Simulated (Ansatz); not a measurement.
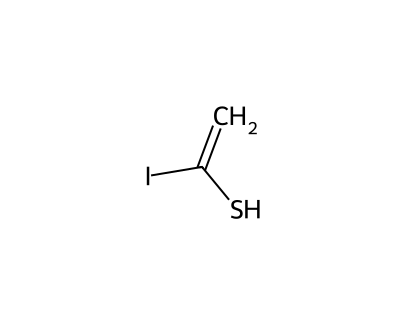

2D structure.

Write the SMILES.

C=C(S)I

Give the formula, hydrogens included.

C2H3IS.

An optimisation with PBE0-D4/def2-TZVP gave a structure of which point group?

Cs.

The parts below concern this one geometry. Atoms keep their numbers from picture to picture. The geometry was computed by an optimisation with PBE0-D4/def2-TZVP.

Levels of theory compared

Program: Ansatz 0.2.0.

At this fixed geometry, give HOMO energy (eV), HOMO–LUMO gap (eV) at these levels: HSE06 (plane-wave form)-D4/def2-TZVPP; PBE0-D4/def2-QZVPP; PBE0-D4/def2-SVP; r2SCAN-D4/def2-TZVPP; r2SCANh-D4/def2-TZVPP; revPBE-D4/def2-TZVPP; ωB97M-V/def2-SVP.

| level | HOMO energy (eV) | HOMO–LUMO gap (eV) |
| --- | --- | --- |
| HSE06 (plane-wave form)-D4/def2-TZVPP | −6.41 | 4.92 |
| PBE0-D4/def2-QZVPP | −6.83 | 5.65 |
| PBE0-D4/def2-SVP | −6.71 | 5.79 |
| r2SCAN-D4/def2-TZVPP | −5.94 | 4.10 |
| r2SCANh-D4/def2-TZVPP | −6.35 | 4.84 |
| revPBE-D4/def2-TZVPP | −5.67 | 3.72 |
| ωB97M-V/def2-SVP | −8.80 | 9.99 |

Vibrations

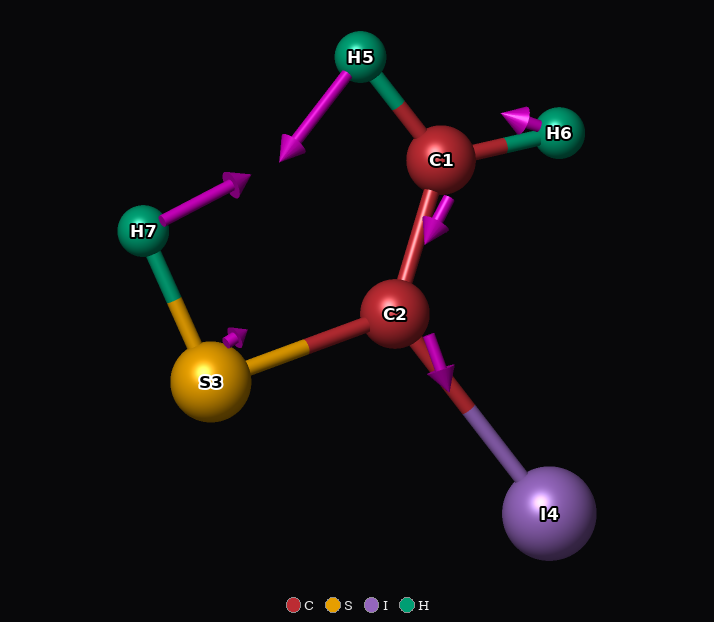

The arrows show one normal mode. Harmonic vibrations computed with RKS PBE0-D4/def2-TZVP, core potentials on I (Ansatz 0.2.0) at a stationary point of the same level.

Estimate its harmonic wavenumber.

491 cm⁻¹; it is mode 5 of 15 counted from the lowest.

Charges

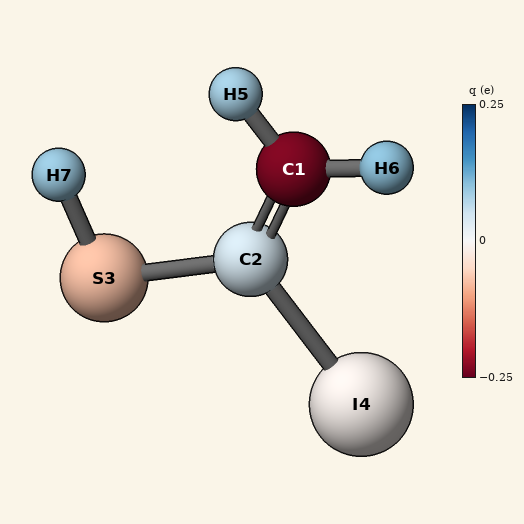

Atoms are coloured by their Mulliken charges. Properties computed with RKS r2SCAN-D4/def2-TZVPP, core potentials on I (Ansatz 0.2.0).

List the Mulliken charges.

```
atom  value (e)
  C1      −0.23
  C2       0.04
  S3      −0.07
  I4      −0.01
  H5       0.08
  H6       0.10
  H7       0.09
```

Mulliken values depend strongly on the basis set and can even reverse the polarity of a bond.
